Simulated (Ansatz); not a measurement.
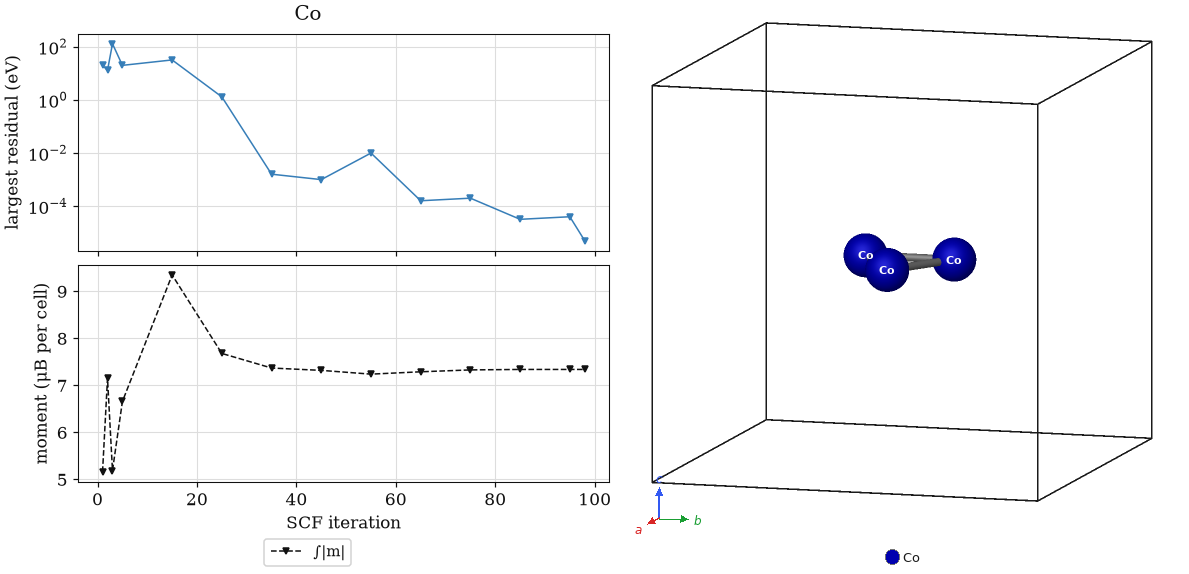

Beside the plot: the structure.

The plot shows the SCF iterations of a calculation: largest residual, magnetic moments. Only some iterations were kept.

Program: Ansatz.

```
crystal:
  lattice:
    - [10.0, 0.0, 0.0]
    - [0.0, 10.0, 0.0]
    - [0.0, 0.0, 10.0]
  atoms:
    - { symbol: Co, position: [0.634091, 0.5013, 0.5013], spin: 2.0, spin_axis: [0, 0, 1] }
    - { symbol: Co, position: [0.434905, 0.6163, 0.5013], spin: 2.0, spin_axis: [1, 0, 3] }
    - { symbol: Co, position: [0.434905, 0.3863, 0.5013], spin: 2.0, spin_axis: [-1, 0, 3] }
basis:
  ecutwfc: "800.0 eV"
  ecutrho_ratio: 4
kpoints:
  mp_grid: { grid: [1, 1, 1], shift: [0, 0, 0] }
hamiltonian:
  xc: pbe
  pseudopotentials: { kind: nc_fr }
magnetization:
  noncollinear: true
  spin_orbit: true
scf:
  convergence: { dr2_threshold: "1.0e-05 eV" }
  occupations: { method: gaussian, width: "0.05 eV" }
```

Was self-consistency reached?

Converged, in 98 iterations. The residual falls unevenly and jumps up by a factor of two or more twice between kept points.

Read the residual at the first and at the last step drawn.

It starts near 20 and ends near 5 × 10⁻⁶ eV.

What happens to the magnetisation?

The integral of |m| goes from 5.2 to 7.3 μB per cell, with excursions between 5.2 and 9.3 on the way.
